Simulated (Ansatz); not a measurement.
CH₆BO (charge −1)

The calculation's input:

```
crystal:
  periodic: [false, false, false]
  atoms:
    - {symbol: B, position_ang: [-0.390613, 0.623755, -0.962958]}
    - {symbol: O, position_ang: [-0.360740, 0.566596, 0.542862]}
    - {symbol: C, position_ang: [0.330132, -0.528626, 1.033543]}
    - {symbol: H, position_ang: [-0.109400, -1.500776, 0.695676]}
    - {symbol: H, position_ang: [0.319685, -0.521216, 2.144140]}
    - {symbol: H, position_ang: [1.399343, -0.545533, 0.703494]}
    - {symbol: H, position_ang: [0.778030, 0.678872, -1.423794]}
    - {symbol: H, position_ang: [-1.026419, 1.632898, -1.302089]}
    - {symbol: H, position_ang: [-0.940039, -0.405971, -1.430874]}
basis:
  gaussian: {orbitals: def2-TZVPD, initial_orbitals: start.molden}
total_charge: -1
hamiltonian: {xc: pbe0, dispersion: d4}
scf: {omitted_lower_state_checks: [starts]}
output: {forces: true, orbitals: {seedname: orbitals}}
```

Command:

```sh
ansatz run in.yaml --threads 4 --pin off --events-out ev --progress --plain --max-ram 3916MiB
```

Geometry: PBE-D4/def2-TZVPD; not at a stationary point (largest force 0.5 eV/Å).

The calculation used RKS PBE0-D4/def2-TZVPD in Ansatz 0.2.0.

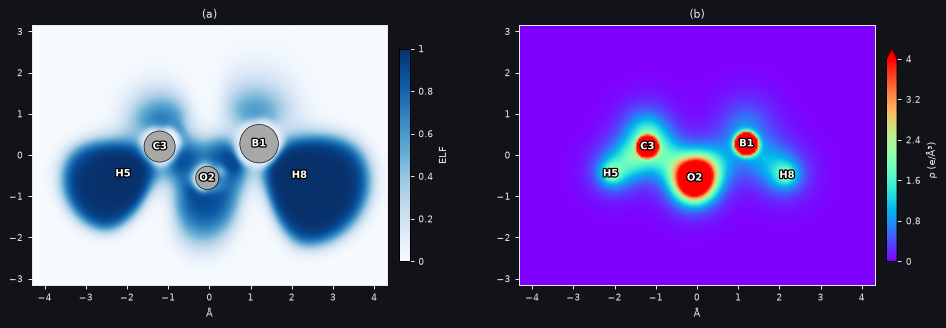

Figure 1. (a) electron localisation function; (b) total electron density on the plane of atoms O2, B1 and H8. Grey discs cover the atomic cores in the ELF map.

What does the map show?

- Atoms in the plane: B, O, C and H.
- C–O (1.38 Å): ρ is about 2.2 e/Å³ halfway, with its minimum of 1.9 e/Å³ about 0.5 Å from C; the ELF peaks at about 0.85 between the atoms; a polar covalent bond.
- B–O (1.51 Å): the density is about 1.5 e/Å³ at the midpoint; the ELF peaks at about 0.90 between the atoms: a shared but strongly polarised pair.
- C–H (1.11 Å): ρ at the midpoint is about 1.9 e/Å³; the ELF climbs to about 1 towards the hydrogen, as it does in any bond to H (a covalent bond by its length).
- B–H (1.24 Å): ρ is about 1.1 e/Å³ halfway; the ELF climbs to about 1 towards the hydrogen: a covalent bond by its length.
- The ELF also peaks beside O2, away from the bonds: lone-pair regions.

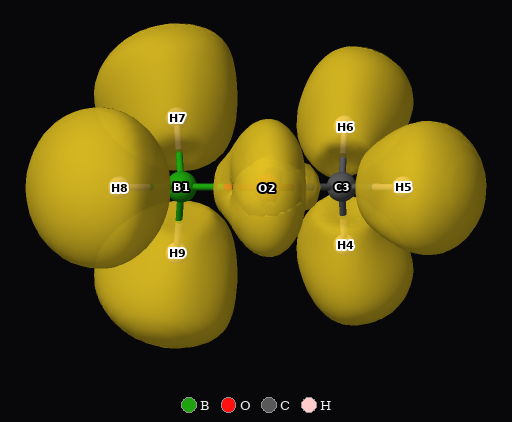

Figure 2. Isosurface of the electron localisation function at 0.75 (yellow), seen across its widest extent. Only the valence region is drawn (cores and ρ < 0.01 e/Å³ removed).

Where are the electrons localised?

At this value the surface marks out six regions around hydrogen nuclei and one region on O in which the atom's valence shell and bonds are merged.

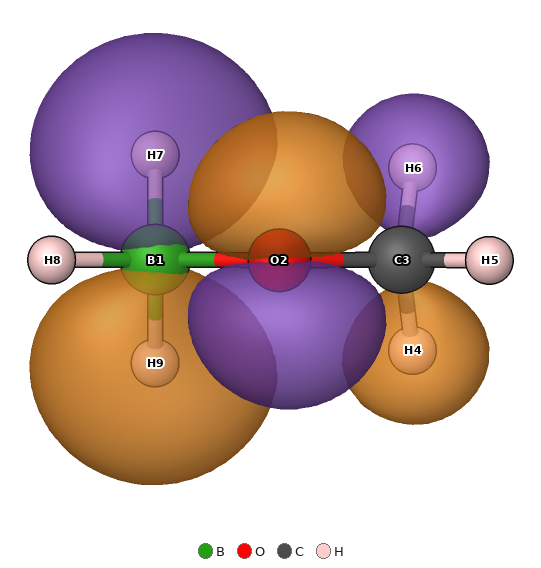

Figure 3. The HOMO at ±0.08 Å⁻³ᐟ² (orange and purple are the two phases), seen across its widest extent.

What is the character of this orbital?

It lies mainly on O2 (about 40 %), B1 (about 20 %), H7 (about 15 %) and H9 (about 15 %). Its energy is −1.07 eV.
